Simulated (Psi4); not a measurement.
# CHAuO (Au(CO)H) in Psi4

Aim: the polarisability of CHAuO (Au(CO)H).

The results are computed with Psi4 1.11.

3 further runs of the same task are left out: 3 set aside as unsound or not needed.

### 1 Starting point

CHAuO: 4 atoms, total charge 0, spin state singlet. SMILES: `[H][Au]<-[C-]#[O+]`. The shape comes from GFN2-xTB, which is rough for such elements, and wasn't checked as a minimum.

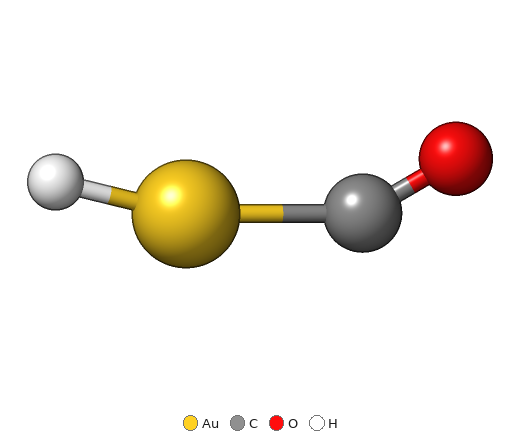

Viewed from a chosen angle; gold amber, carbon grey, oxygen red, hydrogen white.

### 2 The input as written

Contents of chauo.inp:

```
memory 1600 MB

molecule m {
  0 1
  Au    -0.191340     0.186600    -0.826540
  C     -0.149280     0.119090     1.061670
  O      0.303560    -0.306400     2.012850
  H      0.037070     0.000710    -2.247970
}

set {
  basis    def2-SVP
  scf_type pk
  maxiter  5
}

e, wfn = properties('bp86', properties=['dipole_polarizabilities'], return_wfn=True)
```

Launch:

```console
$ psi4 -n 1 chauo.inp chauo.out
```

chauo.out:

```text
Psi4 1.11 release

   => Loading Basis Set <=

    Name: DEF2-SVP
    Role: ORBITAL
    Keyword: BASIS

    !!!  WARNING: ECP capability is in beta. Please check occupations closely.  !!!

         ---------------------------------------------------------
                                   SCF
                              RKS Reference
                        1 Threads,   1525 MiB Core
         ---------------------------------------------------------

  ==> Geometry <==

    Molecular point group: c1
    Full point group: C1

    Geometry (in Angstrom), charge = 0, multiplicity = 1:

       Center              X                  Y                   Z               Mass
    ------------   -----------------  -----------------  -----------------  -----------------
         AU          -0.038283077558     0.039310460186    -0.294915129606   196.966568790000
         C            0.003776922442    -0.028199539814     1.593294870394    12.000000000000
         O            0.456616922442    -0.453689539814     2.544474870394    15.994914619570
         H            0.190126922442    -0.146579539814    -1.716345129606     1.007825032230

  Running in c1 symmetry.

[... 82 lines left out ...]
    Weights Tolerance      =       1.00E-15
[... 33 lines left out ...]
  ==> Pre-Iterations <==

  SCF Guess: Superposition of Atomic Densities via on-the-fly atomic UHF (no occupation information).

   -------------------------
    Irrep   Nso     Nmo
   -------------------------
     A         65      65
   -------------------------
    Total      65      65
   -------------------------

  ==> Iterations <==

                        Total Energy        Delta E     RMS |[F,P]|

   @RKS iter SAD:  -249.24375088446445   -2.49244e+02   0.00000e+00
   @RKS iter   1:  -249.59861064592610   -3.54860e-01   7.93974e-03 DIIS/ADIIS
   @RKS iter   2:  -249.17926746499819    4.19343e-01   1.68425e-02 DIIS/ADIIS
   @RKS iter   3:  -249.67674064925987   -4.97473e-01   4.56087e-03 DIIS/ADIIS
   @RKS iter   4:  -249.70822917685953   -3.14885e-02   2.14093e-03 DIIS/ADIIS
   @RKS iter   5:  -249.71609642929243   -7.86725e-03   7.00531e-04 DIIS/ADIIS

PsiException: Could not converge SCF iterations in 5 iterations.

  Failed to converge.

psi4.driver.p4util.exceptions.SCFConvergenceError: Could not converge SCF iterations in 5 iterations.

Printing out the relevant lines from the Psithon --> Python processed input file:
    ""","m")
    core.IO.set_default_namespace("m")
    core.set_global_option("BASIS", "def2-SVP")
    core.set_global_option("SCF_TYPE", "pk")
    core.set_global_option("MAXITER", 5)
--> e, wfn = properties('bp86', properties=['dipole_polarizabilities'], return_wfn=True)

!-----------------------------------------------------!
!                                                     !
!  Could not converge SCF iterations in 5 iterations. !
!                                                     !
!-----------------------------------------------------!

    Psi4 run time: 0:00:02.51
```

It took 3.9 s on 1 thread of Intel Xeon Platinum 8259CL at 2.50GHz (Skylake/Cascade Lake), shared host; peak memory 0.38 GiB.

### 3 What went wrong

The iterations ended before the threshold was met.

The log says `Could not converge SCF iterations in 5 iterations.`. What is wrong: the iteration cap is too low for convergence. To mend it: iteration cap at its default in place of 5.
